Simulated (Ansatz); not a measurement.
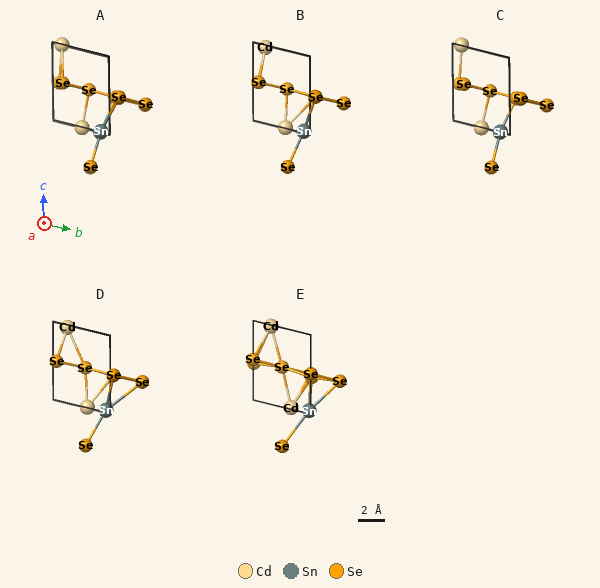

5 geometries from one relaxation of a crystal of Cd₂SnSe₃ (built on the Li2GaCu3-166 type type), in shuffled order. A ball-and-stick model of the cell of the calculation, reduced to other axes, seen along the a axis. Lengths and directions refer to the drawn axes.

Case: shaken.

Method: DFT, PBEsol, plane waves, PAW (Ansatz 0.2.0). (plane-wave cutoff 420 eV; k-point mesh 4 × 4 × 4; occupations fermi dirac; smearing width 0.05 eV; no spin polarisation; cell and atoms relaxed; force threshold 0.01 eV/Å; at most 120 steps)

### Put them in the order of the run, from the start to the converged end.

E, D, B, A, C. They are steps 0, 2, 3, 5, 10, at +138 meV per atom, +67.0 meV per atom, +43.9 meV per atom, +7.2 meV per atom relative to the last. The energy falls by 138 meV per atom in 9 accepted moves (10 points after the start). The largest force component goes from 0.61 to 0.0039 eV/Å. Pressure: −0.18 GPa at the start and −0.03 GPa at the end. The SCF was repeated once at an unchanged geometry on a basis and grid sized afresh for the cell, which shifted the energy by 0.3 meV per atom at most. The atom that moves furthest relative to the cell is a Se atom (1.09 Å along +b). By element the largest moves are Se 1.09 Å, Cd 0.90 Å, Sn 0.77 Å. The volume changes by −6.5 %, with a 5.361 → 5.325 Å (−0.7 %), b 5.389 → 5.321 Å (−1.3 %), c 6.805 → 6.654 Å (−2.2 %), β 66.9° → 65.3°, γ 60.7° → 60.0°. Some distances before and after: Cd–Se 4.171 → 2.950 Å, Cd–Se 4.061 → 2.950 Å, Cd–Se 3.246 → 4.306 Å, Cd–Se 3.336 → 4.306 Å. Bond angles that change, for instance: Sn–Se–Se 113.9° → 86.4°, Sn–Se–Se 123.5° → 97.5°, Sn–Se–Se 72.8° → 98.5°. The space group (tolerance 0.01 Å) goes from P1 (No. 1) to C2 (No. 5).
